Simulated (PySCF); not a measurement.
# C4H5B: the cost of one run

Programs: PySCF 2.14.0, with density-fitted response routines of our own. Each step states its level of theory. These are calculated values for one molecule in the gas phase, unless marked as measured. Atoms count from 0, in the outputs and in this text.

**1. Starting geometry**

10 atoms, charge 0, multiplicity 1; geometry from: PBE0-D3(BJ)/def2-SVP.

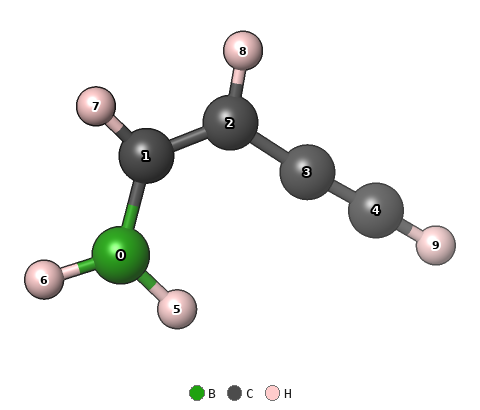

As it starts; boron green, carbon dark grey, hydrogen pink, atoms numbered.

**2. Nuclear shieldings: HF/pcSseg-2**

What the job is given:

```
{"job": {"kind": "nmr", "xc": "HF", "basis": "pcSseg-2", "pop": false}, "charge": 0, "multiplicity": 1}
B     -1.210361    -1.139029     0.088888
C     -1.259909     0.392952     0.255545
C     -0.178129     1.208567     0.141180
C      1.153876     0.806455    -0.139933
C      2.314649     0.534107    -0.371578
H     -0.159758    -1.688030    -0.141563
H     -2.219389    -1.798554     0.185304
H     -2.205768     0.899873     0.477164
H     -0.301032     2.292974     0.271104
H      3.335503     0.272503    -0.581954
```

Level: GIAO HF/pcSseg-2 NMR shielding, non-relativistic, gas phase.

The run is started by

```
> OMP_NUM_THREADS=1 python probes_run.py task.json out
```

This one command runs all jobs of the session in turn.

Q: Estimate the wall time and peak memory of this first job on 1 thread of Arm Neoverse V1, shared host.

About 12 s, with a peak of 1 GiB.
